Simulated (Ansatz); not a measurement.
# CH3AlClNS: rigid torsion scan from a Python script

Wanted for CH3AlClNS: a rigid torsion scan.

Program: Ansatz 0.2.0 through its Python package. Level of theory: r2SCAN0/def2-SVP. These are calculated values, not measurements.

## Step 1: The system

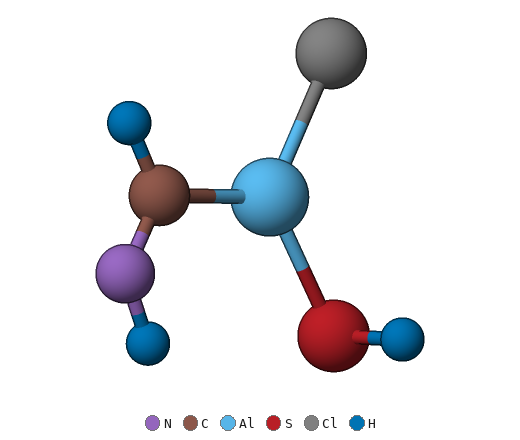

The starting structure, viewed from a chosen angle; nitrogen purple, carbon brown, aluminium blue, sulfur red, chlorine grey, hydrogen blue.

No structure file is read: the coordinates are typed or built in the script.

## Step 2: Script

File ch3alclns.py:

```python
"""Energy of CH3AlClNS as one group turns about a bond."""

import logging
import sys
import warnings

import ansatz as az
from ase import Atoms

logging.basicConfig(stream=sys.stdout, format="%(name)s: %(message)s")
log = logging.getLogger("ch3alclns")
log.setLevel(logging.INFO)

config = {
    "basis_set": "def2-SVP",
    "xc": "R2SCAN0",
    "force_tol": 0.02,
}


def main() -> None:
    warnings.simplefilter("ignore", az.DeckWarning)

    atoms = Atoms(["N", "C", "Al", "S", "Cl", "H", "H", "H"], positions=[
        (0.1063, 0.9855, 1.7176),
        (0.7662, 0.8906, 0.6465),
        (0.0944, -0.1414, -0.9224),
        (-1.8396, -1.1174, -0.8541),
        (1.4072, -0.3587, -2.7173),
        (-0.8773, 0.6199, 1.782),
        (1.7769, 1.3566, 0.601),
        (-1.342, -2.2923, -0.309),
    ])

    # relax first, so that the scan starts from a minimum
    first = (
        az.Crystal.molecule_from_ase(atoms).calculation()
        .basis(gaussian=config["basis_set"])
        .functional(config["xc"])
        .relax(force_tolerance=config["force_tol"], max_steps=80)
    )
    atoms.positions = first.run(threads=1).report["positions_ang"]

    start = atoms.get_dihedral(1, 2, 3, 7)
    energies = {}
    for turn in range(0, 360, 40):
        turned = atoms.copy()
        turned.set_dihedral(1, 2, 3, 7, start + turn, indices=[3, 7])
        calculation = (
            az.Crystal.molecule_from_ase(turned).calculation()
            .basis(gaussian=config["basis_set"])
            .functional(config["xc"])
        )
        energies[round((start + turn) % 360)] = calculation.run(threads=1).report["free_energy_ev"]
    floor = min(energies.values())
    log.info("dihedral C1-Al2-S3-H7 (deg)   E - E(min) (kJ/mol)")
    for angle, e in sorted(energies.items()):
        log.info(f"{angle:8d} {96.485332 * (e - floor):14.3f}  " + "#" * int(30 * (e - floor) / max(max(energies.values()) - floor, 1e-9)))


if __name__ == "__main__":
    main()
```

## Step 3: What the engine is handed

The package turns the script's settings into the engine's input (first run):

```yaml
crystal:
  periodic: [false, false, false]
  atoms:
    - { symbol: "N", position_ang: [0.1063, 0.9855, 1.7176] }
    - { symbol: C, position_ang: [0.7662, 0.8906, 0.6465] }
    - { symbol: Al, position_ang: [0.0944, -0.1414, -0.9224] }
    - { symbol: S, position_ang: [-1.8396, -1.1174, -0.8541] }
    - { symbol: Cl, position_ang: [1.4072, -0.3587, -2.7173] }
    - { symbol: H, position_ang: [-0.8773, 0.6199, 1.782] }
    - { symbol: H, position_ang: [1.7769, 1.3566, 0.601] }
    - { symbol: H, position_ang: [-1.342, -2.2923, -0.309] }
basis:
  gaussian:
    orbitals: def2-SVP
hamiltonian:
  xc: r2scan0
relax:
  f_tol: 0.02
  max_steps: 80
```

## Step 4: Running it

Run with:

```sh
> python ch3alclns.py
```

What it wrote:

```text
ch3alclns: dihedral C1-Al2-S3-H7 (deg)   E - E(min) (kJ/mol)
ch3alclns:       20          6.907  ###########
ch3alclns:       60         15.752  ##########################
ch3alclns:      100         18.143  #############################
ch3alclns:      140          7.501  ############
ch3alclns:      180          0.000
ch3alclns:      220          7.513  ############
ch3alclns:      260         18.154  ##############################
ch3alclns:      300         15.755  ##########################
ch3alclns:      340          6.917  ###########
```

Wall time 3.5 min (1 thread of Arm Neoverse V2, shared host); peak memory 0.31 GiB.

Lines on the test bed's own set-up are left out of the output.

## Step 5: Path of the relaxation of run 0

Step by step:

| step | energy from step 1 (eV) | largest force component (eV/Å) |
| --- | --- | --- |
| 1 | 0.0000 | 1.4432 |
| 2 | -0.1226 | 1.4900 |
| 3 | -0.0154 | 2.9329 |
| 4 | -0.2350 | 1.0357 |
| 5 | -0.2769 | 0.9487 |
| 6 | -0.2909 | 0.7616 |
| 7 | -0.3137 | 0.9813 |
| 8 | -0.3507 | 0.6088 |
| 9 | -0.3931 | 0.9008 |
| 10 | -0.4192 | 0.8398 |
| 11 | -0.4575 | 0.2072 |
| 12 | -0.4559 | 0.4721 |
| 13 | -0.4685 | 0.0998 |
| 14 | -0.4698 | 0.0515 |
| 15 | -0.4709 | 0.0393 |
| 16 | -0.4718 | 0.0556 |
| 17 | -0.4725 | 0.0714 |
| 18 | -0.4728 | 0.0416 |
| 19 | -0.4729 | 0.0525 |
| 20 | -0.4730 | 0.0273 |
| 21 | -0.4730 | 0.0216 |
| 22 | -0.4730 | 0.0056 |

Step 1 is the start. Steps 3, 12 were tried and not accepted.

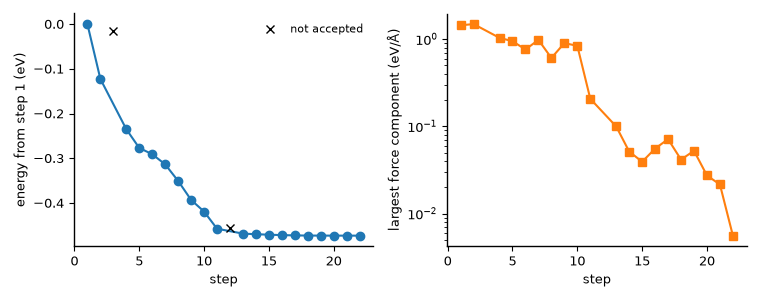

Energy and largest force along the relaxation.

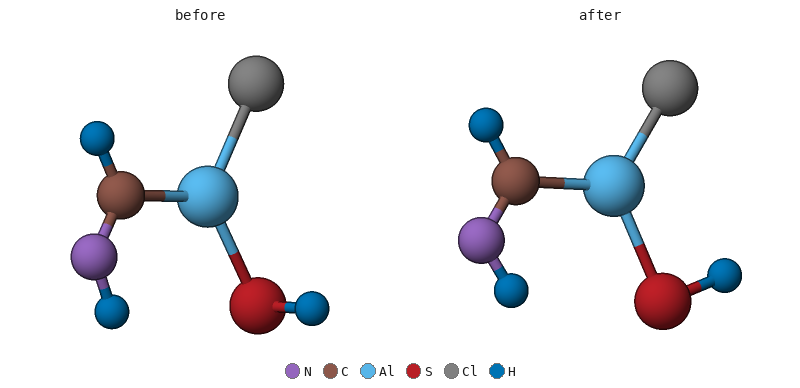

Before and after, at one scale.

Before: Bond lengths: N1–C2 1.262 Å, C2–Al3 1.994 Å, Al3–S4 2.167 Å, Al3–Cl5 2.234 Å, N1–H6 1.051 Å, C2–H7 1.114 Å, S4–H8 1.387 Å. Angles: N1–C2–Al3 122.0°, N1–C2–H7 118.5°, Al3–C2–H7 119.3°, C2–N1–H6 121.0°, C2–Al3–S4 120.6°, C2–Al3–Cl5 119.0°, S4–Al3–Cl5 120.4°, Al3–S4–H8 94.2°.

After: Bond lengths: N1–C2 1.274 Å, C2–Al3 1.967 Å, Al3–S4 2.172 Å, Al3–Cl5 2.096 Å, N1–H6 1.025 Å, C2–H7 1.104 Å, S4–H8 1.345 Å. Angles: N1–C2–Al3 123.9°, N1–C2–H7 115.0°, Al3–C2–H7 121.1°, C2–N1–H6 111.7°, C2–Al3–S4 115.7°, C2–Al3–Cl5 123.8°, S4–Al3–Cl5 120.5°, Al3–S4–H8 93.9°.

Run 0 is this relaxation; the runs after it count from 1.

## Step 6: The engine's runs

The 9 runs, in the order started:

```tsv
run	turn (°)	energy from run 1 (eV)	SCF cycles	CPU time (s)
1	0	0.0000	18	5.7
2	40	0.0779	18	5.7
3	80	0.1882	18	5.3
4	120	0.1633	18	5.3
5	160	0.0717	17	5.8
6	200	0.0716	17	5.7
7	240	0.1633	18	5.7
8	280	0.1880	18	5.7
9	320	0.0777	18	5.8
```

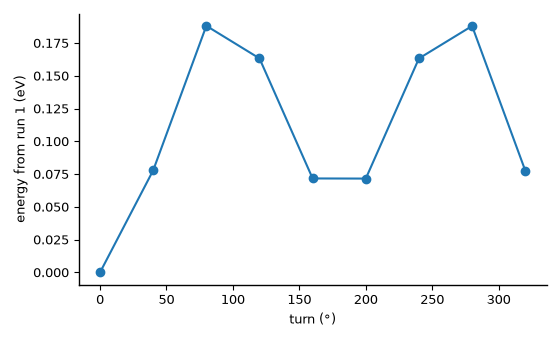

Energy against turn; lines join the points.

## Step 7: Results

| quantity | value |
| --- | --- |
| runs compared | 9 |
| range of energy | 0.188 eV |
| lowest point, turn (°) | 0 |

The lowest point lies at a turn of 0°, the highest 0.188 eV (18.2 kJ/mol) above it at 80°. The grid can miss the true lowest and highest points, and the rest of the molecule is held rigid. Run 0: After 19 moves the largest shift is 1.111 Å, of atom 8 (H). So large a move can change the bonding: the results belong to the relaxed structure. The scan is rigid and the energies are electronic, in a modest basis. With rigid groups the curve can differ much from the relaxed path, the start wasn't checked as a minimum of this torsion, and equivalent turns needn't return to the same energy.
